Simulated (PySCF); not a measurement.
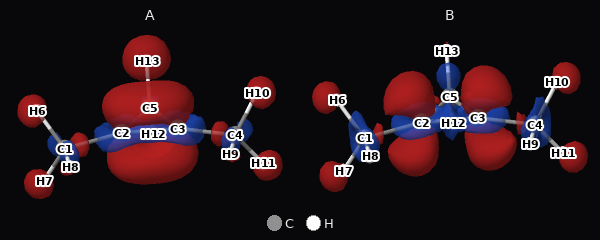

Figure 1: C₅H₈, SMILES `CC1=C(C)C1`. The two Fukui functions at ±0.04 e/Å³ (red positive, blue negative).

PySCF calculation, PBE0/def2-SVP, gas phase; geometry: GFN2-xTB. No frequency check shows the geometry to be a minimum.

Question: Which panel is f⁻ (electron removed) and which f⁺ (electron added)?

Answer: A is f⁻, B is f⁺. f⁻ (Hirshfeld-condensed) is largest on C2 and C3 (0.17 each) and H12 and H13 (0.10 each); the vertical ionisation energy is 8.55 eV. f⁺ (Hirshfeld-condensed) is largest on C2 and C3 (0.17 each); the vertical electron affinity is −2.98 eV (the stability of the anion's solution wasn't checked; negative, but this basis has no diffuse functions, so it doesn't show that the anion is unbound).

Question: What chemical potential and hardness follow from the two energies?

Answer: μ = −(I + A)/2 = −2.78 eV and η = I − A = 11.53 eV.
